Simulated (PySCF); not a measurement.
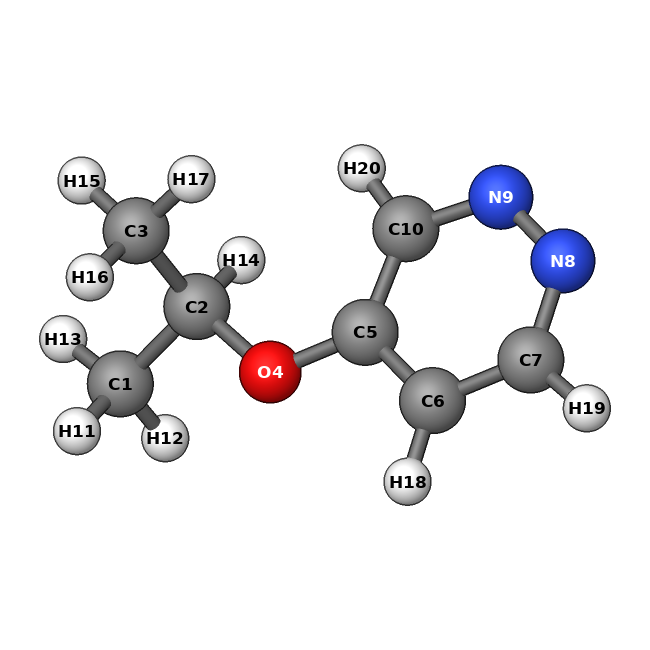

Computed geometry: GFN2-xTB optimisation. No frequency run is at hand to confirm it as a minimum. Level of theory: GIAO PBE0/pcSseg-1 NMR shielding, non-relativistic, gas phase (PySCF 2.14.0). Principal shieldings σ11 ≤ σ22 ≤ σ33, span Ω = σ33 − σ11, skew κ = 3(σiso − σ22)/Ω.

Give the shielding tensors of the O atoms.

```csv
atom,σ11,σ22,σ33,σiso,Ω,κ
O4,140.0,174.5,237.8,184.1,97.8,0.29
```

Shieldings and span in ppm.
